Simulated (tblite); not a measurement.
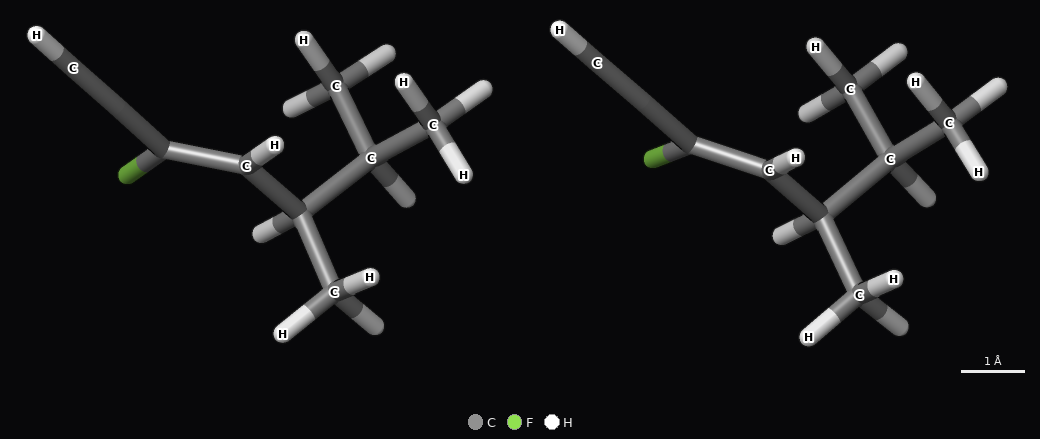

Two geometries of C9H13F, drawn at one scale. One is the start of a relaxation, the other its converged end. The picture is a stick view, seen at a tilt.

Theory: GFN2-xTB geometry optimisation, gas phase in tblite. 

Question: Which one is relaxed?

Answer: The right one is the relaxed one. The F atom moves most after the best rigid fit: 0.28 Å. Largest moves by element: F 0.28 Å, H 0.21 Å, C 0.14 Å. Some distances before and after: C–F 1.337 → 1.359 Å, C–C 1.515 → 1.495 Å, C–C 1.347 → 1.331 Å, C–H 1.099 → 1.088 Å. Among the angles between lasting bonds that change: C–C–F 119.1° → 114.2°, C–C–C 121.8° → 124.9°. Over 88 geometry steps the energy falls by 0.082 eV. Cost: 1.2 s on 1 thread of Arm Neoverse N1, with other jobs on the host.
